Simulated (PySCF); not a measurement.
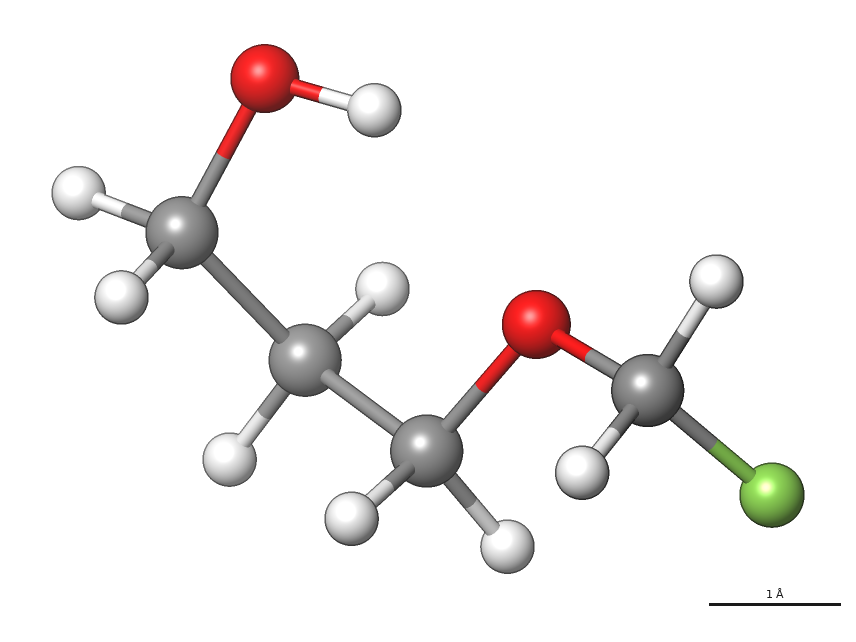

Rendered structure (ball-and-stick style). Every bond is drawn as one stick, whatever its order. Colours: oxygen red, carbon grey, fluorine green, hydrogen white.

The computed structure is the end point of a GFN2-xTB optimisation. No frequency run is at hand to confirm it as a minimum.

Description:

It has 16 atoms: 4 carbon, 9 hydrogen, 1 fluorine and 2 oxygen (C₄H₉FO₂). As SMILES it reads `OCCCOCF`. It has no ring. Among its groups: alcohol, ether, C–F bond. This geometry has C1 symmetry. Coordination: 2 O bent; 4 C tetrahedral.

The parts below concern this one geometry. Atoms keep their numbers from picture to picture.

**Polarisability**

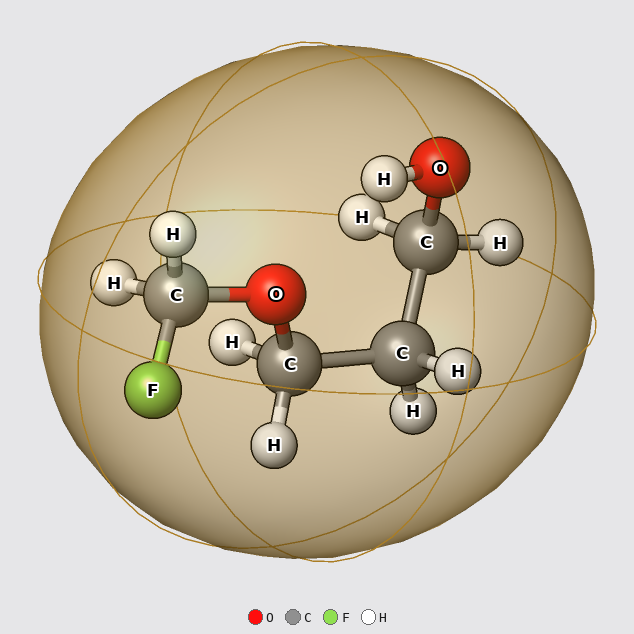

The ellipsoid shows the static dipole polarisability: its half-axes are proportional to the principal values. No frequency run is at hand to confirm it as a minimum. Computed with PBE0/def2-SVPD (PySCF 2.14.0).

> How large and how anisotropic is the polarisability?

Principal values 54.2, 59.4, 69.4 bohr³; mean 61.0 bohr³ (9.04 Å³); anisotropy 13.4 bohr³, so the longest axis is 1.28 times the shortest.

**Excitation**

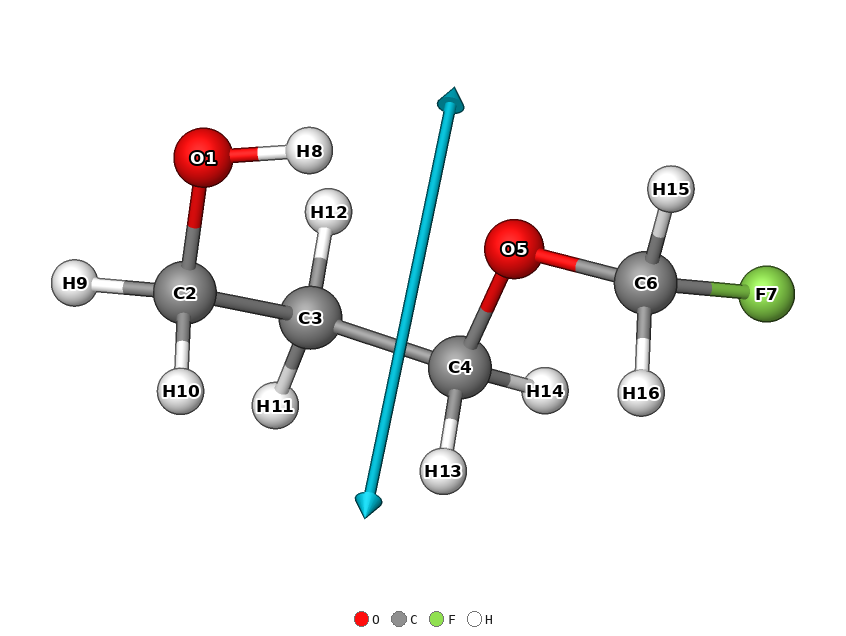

The double arrow shows the direction of the transition dipole to excited singlet state 3 (its length means nothing). No frequency run is at hand to confirm it as a minimum. Properties computed with TDDFT PBE0/def2-SVPD, vertical, gas phase, core orbitals frozen in the response (PySCF 2.14.0).

> Where does the transition lie, and how strong is it?

7.98 eV (155 nm), oscillator strength 0.031, mainly HOMO → LUMO+3 (weight 0.84); transition dipole 1.01 D.

**Quadrupole coupling**

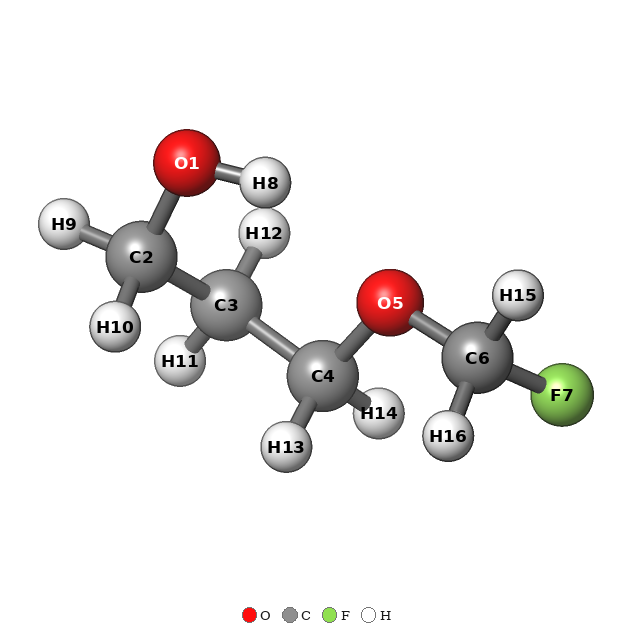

No frequency run is at hand to confirm it as a minimum. Electric field gradients from the ground-state density, B3LYP/pcJ-1 (PySCF 2.14.0), non-relativistic apart from any core potentials.

Give the largest field-gradient component, the quadrupole coupling constant and the asymmetry for 17O at O1 (Q = −25.6 mb), 17O at O5 (Q = −25.6 mb), 2H at H8 (Q = 2.86 mb), 2H at H9 (Q = 2.86 mb), 2H at H10 (Q = 2.86 mb), 2H at H11 (Q = 2.86 mb).

```json
{"atom": "O1", "V_zz (a.u.)": "−1.903", "e²qQ/h (MHz)": "11.44", "η": "0.95"}
{"atom": "O5", "V_zz (a.u.)": "1.835", "e²qQ/h (MHz)": "−11.04", "η": "0.91"}
{"atom": "H8", "V_zz (a.u.)": "0.420", "e²qQ/h (MHz)": "0.282", "η": "0.16"}
{"atom": "H9", "V_zz (a.u.)": "0.285", "e²qQ/h (MHz)": "0.192", "η": "0.06"}
{"atom": "H10", "V_zz (a.u.)": "0.272", "e²qQ/h (MHz)": "0.183", "η": "0.04"}
{"atom": "H11", "V_zz (a.u.)": "0.296", "e²qQ/h (MHz)": "0.199", "η": "0.04"}
```

**Spin–spin coupling**

No frequency run is at hand to confirm it as a minimum. Properties computed with B3LYP/pcJ-1 indirect spin-spin coupling, non-relativistic, gas phase (PySCF 2.14.0). Isotopes: 13C, 19F, 1H, 17O.

Give the spin–spin coupling constants of these pairs, with the number of bonds between them: C6/F7, O5/F7, F7/H16, C4/F7.

| pair | bonds apart | J (Hz) |
| --- | --- | --- |
| C6, F7 | 1 | −273.5 |
| O5, F7 | 2 | −32.1 |
| F7, H16 | 2 | 67.2 |
| C4, F7 | 3 | 1.0 |

Density functionals are unreliable for couplings to fluorine, so those rows may be far off.
